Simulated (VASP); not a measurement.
# GePt with r2SCAN: from relaxation to properties, part 2 of 5

Wanted: the relaxed cell of GePt and its properties. The start is a cell from a database of measured crystal structures.

VASP 6.6.1; r2SCAN; plane waves and PAW (Ge_d, Pt).

Still holding for the runs below: The k-mesh is coarse for a metal.

So far. Step 2 (Full relaxation (r2SCAN)): It ends with a largest force of 0.005 eV/Å and a pressure of 0.01 GPa. The volume lies +2.1 % from that of the database's start. The relaxed cell has a, b, c = 5.759, 3.724, 6.122 Å (conventional setting).

## Step 3: Second relaxation

The basis stayed that of the start cell while the cell moved. A rerun from the cell reached resets it; the error of the finite cutoff stays.

INCAR

```
SYSTEM = GePt
PREC = Accurate
ENCUT = 410
EDIFF = 1E-06
NELM = 100
ISMEAR = 0
SIGMA = 0.05
LREAL = .FALSE.
ALGO = Normal
METAGGA = R2SCAN
LASPH = .TRUE.
NBANDS = 59
LORBIT = 11
LWAVE = .FALSE.
LCHARG = .FALSE.
KPAR = 4
IBRION = 2
NSW = 60
ISIF = 3
EDIFFG = -0.01
```

POSCAR

```
GePt
1.0
    5.7587362118      0.0000000000      0.0000000000
    0.0000000000      3.7240966608      0.0000000000
    0.0000000000      0.0000000000      6.1222300307
Ge Pt
4 4
Direct
    0.1869333385      0.2500000000      0.5878990063
    0.3130666615      0.7500000000      0.0878990063
    0.6869333385      0.2500000000      0.9121009937
    0.8130666615      0.7500000000      0.4121009937
    0.9972936487      0.2500000000      0.1936312341
    0.5027063513      0.7500000000      0.6936312341
    0.4972936487      0.2500000000      0.3063687659
    0.0027063513      0.7500000000      0.8063687659
```

KPOINTS

```
Automatic mesh
0
Gamma
5 7 5
0 0 0
```

Potentials, in the order of the species: Ge_d and Pt (PBE family, release 64).

Command:

```sh
$ mpirun -np 4 vasp_std
```

The program printed:

```text
[banner, memory and clock lines left out]
running    4 mpi-ranks, on    1 nodes
 distrk:  each k-point on    1 cores,    4 groups
 distr:  one band on    1 cores,    1 groups

 POSCAR found type information on POSCAR GePt
 POSCAR found :  2 types and       8 ions
 [... a notice as in an earlier step ...]

 LDA part: xc-table for (None), standard interpolation
 POSCAR, INCAR and KPOINTS ok, starting setup
 FFT: planning ... GRIDC
 FFT: planning ... GRID_SOFT
 FFT: planning ... GRID
 WAVECAR not read
 entering main loop
       N       E                     dE             d eps       ncg     rms          rms(c)
DAV:   1     0.897848842264E+03    0.89785E+03   -0.36980E+04  5739   0.378E+03
DAV:   2    -0.715585364646E+02   -0.96941E+03   -0.92424E+03  4248   0.990E+02
DAV:   3    -0.269389154601E+03   -0.19783E+03   -0.18592E+03  4575   0.226E+02
DAV:   4    -0.284016542904E+03   -0.14627E+02   -0.14274E+02  4997   0.718E+01
DAV:   5    -0.284461951317E+03   -0.44541E+00   -0.44328E+00  4760   0.128E+01    0.218E+01
DAV:   6    -0.265628353030E+03    0.18834E+02   -0.14864E+01  4454   0.206E+01    0.110E+01
DAV:   7    -0.265336666583E+03    0.29169E+00   -0.12708E+00  4729   0.680E+00    0.581E+00
DAV:   8    -0.265344611214E+03   -0.79446E-02   -0.16174E-01  5102   0.182E+00    0.128E+00
DAV:   9    -0.265327861299E+03    0.16750E-01   -0.53322E-02  4918   0.153E+00    0.236E-01
DAV:  10    -0.265328883230E+03   -0.10219E-02   -0.69267E-03  4529   0.342E-01    0.108E-01
DAV:  11    -0.265328919926E+03   -0.36696E-04   -0.32556E-04  5727   0.134E-01    0.608E-02
DAV:  12    -0.265328865073E+03    0.54853E-04   -0.46785E-05  4391   0.391E-02    0.132E-02
DAV:  13    -0.265328860581E+03    0.44922E-05   -0.11831E-05  4289   0.168E-02    0.241E-03
DAV:  14    -0.265328860870E+03   -0.28958E-06   -0.78062E-07  2402   0.754E-03
   1 F= -.26532886E+03 E0= -.26532773E+03  d E =-.265329E+03
 curvature:   0.00 expect dE= 0.000E+00 dE for cont linesearch  0.000E+00
 trial: gam= 0.00000 g(F)=  0.241E-04 g(S)=  0.842E-05 ort = 0.000E+00 (trialstep = 0.100E+01)
 search vector abs. value=  0.325E-04
 bond charge predicted
       N       E                     dE             d eps       ncg     rms          rms(c)
DAV:   1    -0.265328895207E+03   -0.34626E-04   -0.62238E-03  4919   0.378E-01    0.340E-02
DAV:   2    -0.265328891931E+03    0.32756E-05   -0.14355E-04  5682   0.107E-01    0.203E-02
DAV:   3    -0.265328884099E+03    0.78317E-05   -0.77756E-06  4662   0.325E-02    0.428E-03
DAV:   4    -0.265328884285E+03   -0.18528E-06   -0.40362E-06  3552   0.123E-02
   2 F= -.26532888E+03 E0= -.26532776E+03  d E =-.234141E-04
 trial-energy change:   -0.000023  1 .order   -0.000023   -0.000033   -0.000013
 step:   1.6390(harm=  1.6390)  dis= 0.00075  next Energy=  -265.328888 (dE=-0.266E-04)
 reached required accuracy - stopping structural energy minimisation
```

Wall time 4.8 min (4 MPI ranks of AMD EPYC 7R43, shared host); peak memory 1.1 GiB.

OUTCAR, selected parts (step 3):

```text
  LATTYP: Found a simple orthorhombic cell.
 ALAT       =     3.7240966608
 B/A-ratio  =     1.5463444524
 C/A-ratio  =     1.6439503558

 Found     36 irreducible k-points:

   dimension x,y,z NGX =    40 NGY =   28 NGZ =   40
   dimension x,y,z NGXF=    80 NGYF=   56 NGZF=   80

   ENCUT  =  410.0 eV  30.13 Ry    5.49 a.u.   9.51  6.15 10.11*2*pi/ulx,y,z

   NELECT =      96.0000    total number of electrons

 E-fermi :   9.4072

 k-point     1 :       0.0000    0.0000    0.0000
  band No.  band energies     occupation
    ...
     44       6.5885      2.00000
     45       6.7911      2.00000
     46       7.8493      2.00000
     47       7.8809      2.00000
     48       8.4142      2.00000
     49      10.1592      0.00000
     50      10.4566      0.00000
     51      12.4715      0.00000
     52      12.8485      0.00000
     53      12.9436      0.00000
    ...

 k-point     2 :       0.2000    0.0000    0.0000
  band No.  band energies     occupation
    ...
     44       6.6217      2.00000
     45       6.6510      2.00000
     46       7.5182      2.00000
     47       8.4747      2.00000
     48       8.5708      2.00000
     49      10.6960      0.00000
     50      10.9571      0.00000
     51      12.0384      0.00000
     52      12.5884      0.00000
     53      12.7221      0.00000
    ...

  Total        0.0331703     -0.0017636      0.0183280     -0.0000000      0.0000000      0.0000000
  in kB        0.4047709     -0.0215205      0.2236526     -0.0000000      0.0000000      0.0000000
  external PRESSURE =       0.2023010 kB  Pullay stress =       0.0000000 kB

  energy-cutoff  :      410.00
  volume of cell :      131.30
      direct lattice vectors                 reciprocal lattice vectors
     5.759763583  0.000000000  0.000000000     0.173618237  0.000000000  0.000000000
    -0.000000000  3.723718387  0.000000000     0.000000000  0.268548772  0.000000000
     0.000000000  0.000000000  6.121661845     0.000000000  0.000000000  0.163354335

 POSITION                                       TOTAL-FORCE (eV/Angst)
 -----------------------------------------------------------------------------------
      1.07715      0.93093      3.59868         0.004157     -0.000000     -0.001727
      1.80273      2.79279      0.53785        -0.004157      0.000000     -0.001727
      3.95703      0.93093      5.58381         0.004157     -0.000000      0.001727
      4.68261      2.79279      2.52298        -0.004157     -0.000000      0.001727
      5.74426      0.93093      1.18522         0.001197     -0.000000      0.002977
      2.89538      2.79279      4.24606        -0.001197      0.000000      0.002977
      2.86438      0.93093      1.87561         0.001197     -0.000000     -0.002977
      0.01550      2.79279      4.93644        -0.001197      0.000000     -0.002977
 -----------------------------------------------------------------------------------
    total drift:                                0.000000      0.000000      0.000000

  FREE ENERGIE OF THE ION-ELECTRON SYSTEM (eV)
  ---------------------------------------------------
  free  energy   TOTEN  =      -265.3288842846 eV

  energy  without entropy=     -265.3266304230  energy(sigma->0) =     -265.32775735

 total charge
# of ion       s       p       d       tot
------------------------------------------
    1        1.104   1.149  10.097  12.349
    2        1.104   1.149  10.097  12.349
    3        1.104   1.149  10.097  12.349
    4        1.104   1.149  10.097  12.349
    5        0.655   0.622   8.163   9.440
    6        0.655   0.622   8.163   9.440
    7        0.655   0.622   8.163   9.440
    8        0.655   0.622   8.163   9.440
--------------------------------------------------
tot          7.035   7.082  73.039  87.156

[... 5 parts as in an earlier step ...]

[... 6 further parts left out ...]
```

CONTCAR:

```
GePt
   1.00000000000000
     5.7597635834708019    0.0000000000000000    0.0000000000000000
    -0.0000000000000000    3.7237183873597157    0.0000000000000000
     0.0000000000000000    0.0000000000000000    6.1216618447284725
  Ge              Pt
     4     4
Direct
     0.1870131780026795    0.2500000000000000    0.5878598856561617
     0.3129868219973205    0.7500000000000000    0.0878598856561617
     0.6870131780026795    0.2500000000000000    0.9121401143438383
     0.8129868219973205    0.7500000000000000    0.4121401143438383
     0.9973084320518909    0.2500000000000000    0.1936115873152644
     0.5026915679481091    0.7500000000000000    0.6936115873152644
     0.4973084320518910    0.2500000000000000    0.3063884126847356
     0.0026915679481090    0.7500000000000000    0.8063884126847356
```

Little changed from the start: no atom moved by 0.005 Å and no cell edge by 0.1 %.

This step gave:

```
free energy (TOTEN)             : -265.3289 eV
energy at zero smearing         : -265.3278 eV
pressure                        : 0.02023 GPa
SCF cycles over all ionic steps : 18
```

It ends with a largest force of 0.005 eV/Å and a pressure of 0.02 GPa. The volume moved by under 0.01 %, so the volume is settled.

## Step 4: Single point with fields (r2SCAN)

The relaxed cell gets a fresh self-consistent run, on a basis set for its own volume, to fix the density and to check the remaining stress.

Changes to INCAR since step 3:

```diff
@@ -14,7 +14,5 @@
 LWAVE = .FALSE.
-LCHARG = .FALSE.
-KPAR = 4
-IBRION = 2
-NSW = 60
-ISIF = 3
-EDIFFG = -0.01
+LCHARG = .TRUE.
+ISIF = 2
+LELF = .TRUE.
+LVHAR = .TRUE.
```

POSCAR

```
GePt
1.0
    5.7597635835      0.0000000000      0.0000000000
    0.0000000000      3.7237183874      0.0000000000
    0.0000000000      0.0000000000      6.1216618447
Ge Pt
4 4
Direct
    0.1870131780      0.2500000000      0.5878598857
    0.3129868220      0.7500000000      0.0878598857
    0.6870131780      0.2500000000      0.9121401143
    0.8129868220      0.7500000000      0.4121401143
    0.9973084321      0.2500000000      0.1936115873
    0.5026915679      0.7500000000      0.6936115873
    0.4973084321      0.2500000000      0.3063884127
    0.0026915679      0.7500000000      0.8063884127
```

KPOINTS is that of step 3.

Command:

```sh
$ mpirun -np 4 vasp_std
```

The program printed:

```text
[banner, memory and clock lines left out]
running    4 mpi-ranks, on    1 nodes
 distrk:  each k-point on    4 cores,    1 groups
 distr:  one band on    1 cores,    4 groups

 POSCAR found type information on POSCAR GePt
 POSCAR found :  2 types and       8 ions
 [... a notice as in an earlier step ...]

 LDA part: xc-table for (None), standard interpolation
|                                                                             |
|           W    W    AA    RRRRR   N    N  II  N    N   GGGG   !!!           |
|           W    W   A  A   R    R  NN   N  II  NN   N  G    G  !!!           |
|           W    W  A    A  R    R  N N  N  II  N N  N  G       !!!           |
|           W WW W  AAAAAA  RRRRR   N  N N  II  N  N N  G  GGG   !            |
|           WW  WW  A    A  R   R   N   NN  II  N   NN  G    G                |
|           W    W  A    A  R    R  N    N  II  N    N   GGGG   !!!           |
|                                                                             |
|     The number of bands has been changed from the values supplied in        |
|     The orbitals not found in the WAVECAR file will be initialized with     |
|     random numbers, which is usually adequate. For correlated               |
|     calculations, however, you should redo the groundstate calculation.     |
|     I found NBANDS = 59. Now, NBANDS = 60.                                  |
|                                                                             |

 POSCAR, INCAR and KPOINTS ok, starting setup
 FFT: planning ... GRIDC
 FFT: planning ... GRID_SOFT
 FFT: planning ... GRID
 WAVECAR not read
 entering main loop
       N       E                     dE             d eps       ncg     rms          rms(c)
DAV:   1     0.905391307168E+03    0.90539E+03   -0.36552E+04  5860   0.371E+03
DAV:   2    -0.690082946634E+02   -0.97440E+03   -0.92448E+03  4320   0.999E+02
DAV:   3    -0.269127046772E+03   -0.20012E+03   -0.18763E+03  4604   0.225E+02
DAV:   4    -0.284019637131E+03   -0.14893E+02   -0.14493E+02  5064   0.715E+01
DAV:   5    -0.284462773665E+03   -0.44314E+00   -0.44114E+00  4820   0.128E+01    0.218E+01
DAV:   6    -0.265630276431E+03    0.18832E+02   -0.14369E+01  4572   0.203E+01    0.110E+01
DAV:   7    -0.265336821186E+03    0.29346E+00   -0.12186E+00  4744   0.672E+00    0.581E+00
DAV:   8    -0.265344152285E+03   -0.73311E-02   -0.15392E-01  5244   0.177E+00    0.127E+00
DAV:   9    -0.265327871346E+03    0.16281E-01   -0.51147E-02  4904   0.150E+00    0.225E-01
DAV:  10    -0.265328903082E+03   -0.10317E-02   -0.64831E-03  4588   0.328E-01    0.109E-01
DAV:  11    -0.265328929891E+03   -0.26808E-04   -0.30060E-04  5828   0.128E-01    0.604E-02
DAV:  12    -0.265328874763E+03    0.55127E-04   -0.48652E-05  4384   0.389E-02    0.124E-02
DAV:  13    -0.265328870868E+03    0.38955E-05   -0.10266E-05  4364   0.155E-02    0.232E-03
DAV:  14    -0.265328870982E+03   -0.11458E-06   -0.66124E-07  2468   0.689E-03
   1 F= -.26532887E+03 E0= -.26532774E+03  d E =-.225374E-02
```

Wall time 3.5 min (4 MPI ranks); peak memory 0.59 GiB; 14 min of CPU time.

From OUTCAR (step 4):

```text
  LATTYP: Found a simple orthorhombic cell.
 ALAT       =     3.7237183874
 B/A-ratio  =     1.5467774370
 C/A-ratio  =     1.6439647706

 Found     36 irreducible k-points:

   k-points           NKPTS =     36   k-points in BZ     NKDIM =     36   number of bands    NBANDS=     60

   NELECT =      96.0000    total number of electrons

 E-fermi :   9.4072

 k-point     1 :       0.0000    0.0000    0.0000
  band No.  band energies     occupation
    ...
     44       6.5885      2.00000
     45       6.7911      2.00000
     46       7.8493      2.00000
     47       7.8810      2.00000
     48       8.4142      2.00000
     49      10.1592      0.00000
     50      10.4566      0.00000
     51      12.4715      0.00000
     52      12.8485      0.00000
     53      12.9436      0.00000
    ...

 k-point     2 :       0.2000    0.0000    0.0000
  band No.  band energies     occupation
    ...
     44       6.6217      2.00000
     45       6.6510      2.00000
     46       7.5182      2.00000
     47       8.4747      2.00000
     48       8.5708      2.00000
     49      10.6960      0.00000
     50      10.9570      0.00000
     51      12.0384      0.00000
     52      12.5884      0.00000
     53      12.7221      0.00000
    ...

  Total        0.0188700     -0.0149180      0.0059412      0.0000000      0.0000000      0.0000000
  in kB        0.2302666     -0.1820420      0.0724987      0.0000000      0.0000000      0.0000000
  external PRESSURE =       0.0402411 kB  Pullay stress =       0.0000000 kB

  energy-cutoff  :      410.00
  volume of cell :      131.30
      direct lattice vectors                 reciprocal lattice vectors
     5.759763583  0.000000000  0.000000000     0.173618237  0.000000000  0.000000000
     0.000000000  3.723718387  0.000000000     0.000000000  0.268548772  0.000000000
     0.000000000  0.000000000  6.121661845     0.000000000  0.000000000  0.163354335

 POSITION                                       TOTAL-FORCE (eV/Angst)
 -----------------------------------------------------------------------------------
      1.07715      0.93093      3.59868         0.004669      0.000000     -0.002170
      1.80273      2.79279      0.53785        -0.004669      0.000000     -0.002170
      3.95703      0.93093      5.58381         0.004669     -0.000000      0.002170
      4.68261      2.79279      2.52298        -0.004669     -0.000000      0.002170
      5.74426      0.93093      1.18522         0.001900     -0.000000      0.002406
      2.89538      2.79279      4.24606        -0.001900     -0.000000      0.002406
      2.86438      0.93093      1.87561         0.001900     -0.000000     -0.002406
      0.01550      2.79279      4.93644        -0.001900     -0.000000     -0.002406
 -----------------------------------------------------------------------------------
    total drift:                               -0.000000     -0.000000     -0.000000

  FREE ENERGIE OF THE ION-ELECTRON SYSTEM (eV)
  ---------------------------------------------------
  free  energy   TOTEN  =      -265.3288709823 eV

  energy  without entropy=     -265.3266172448  energy(sigma->0) =     -265.32774411

 total charge
# of ion       s       p       d       tot
------------------------------------------
    1        1.104   1.149  10.097  12.349
    2        1.104   1.149  10.097  12.349
    3        1.104   1.149  10.097  12.349
    4        1.104   1.149  10.097  12.349
    5        0.655   0.622   8.163   9.440
    6        0.655   0.622   8.163   9.440
    7        0.655   0.622   8.163   9.440
    8        0.655   0.622   8.163   9.440
--------------------------------------------------
tot          7.035   7.082  73.039  87.157

[... 7 parts as in an earlier step ...]

[... 4 further parts left out ...]
```

This step gave:

```
SCF cycles              : 14
bands                   : 60
energy at zero smearing : -265.3277 eV
pressure                : 0.004024 GPa
```

Valence electrons inside each PAW sphere by angular momentum. Sphere charges, by row:

```csv
atom,s (e),p (e),d (e),tot (e)
Ge1,1.104,1.149,10.1,12.35
Ge2,1.104,1.149,10.1,12.35
Ge3,1.104,1.149,10.1,12.35
Ge4,1.104,1.149,10.1,12.35
Pt5,0.655,0.622,8.163,9.44
Pt6,0.655,0.622,8.163,9.44
Pt7,0.655,0.622,8.163,9.44
Pt8,0.655,0.622,8.163,9.44
```

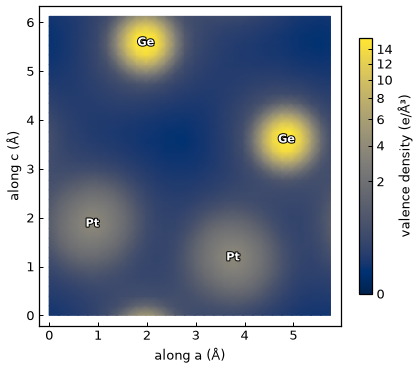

Valence density in the ac plane at fractional y = 0.250, with atoms of Ge and Pt within 0.2 Å of it. It is the smooth field of the valence electrons, not physical close to the nuclei. The map starts off the cell's origin, so that atoms lie inside it. The colour scale is stretched toward low values.

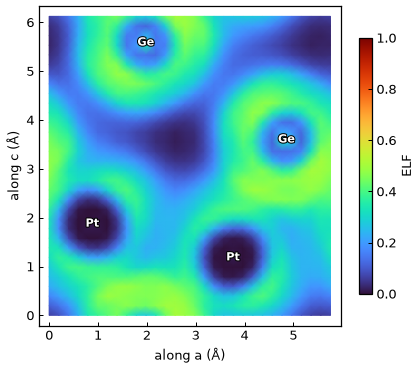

ELF in the ac plane at fractional y = 0.250, with atoms of Ge and Pt within 0.2 Å of it. It is the smooth field of the valence electrons, not physical close to the nuclei. The map starts off the cell's origin, so that atoms lie inside it.

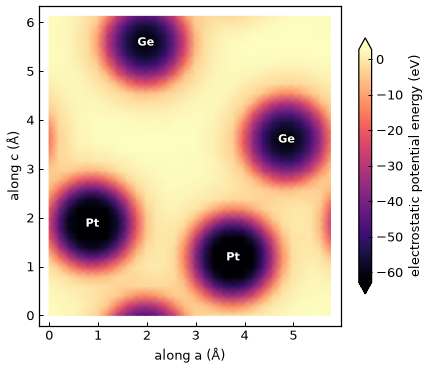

Electrostatic potential energy in the ac plane at fractional y = 0.250, with atoms of Ge and Pt within 0.2 Å of it. With pseudopotentials it is smooth inside the atoms' cores, unlike the true potential. The map starts off the cell's origin, so that atoms lie inside it.

In this run the pressure is 0.00 GPa, small enough to go on.

[end of part 2 of 5]

[Lines on the potential files, build, host, timing and source positions are cut from VASP's logs without a mark.]

[Logs are printed without paths, hosts, clocks, repeated set-up lines and the standing remarks that a program may print on its own settings, such as how far it seeks lower states.]

[Hosts, paths, dates, database ids (printed as entryN), source tags and the programs' standing remarks are cut or masked in the printed files.]

[A measured line is paired with the nearest computed mode of its activity, which favours agreement.]
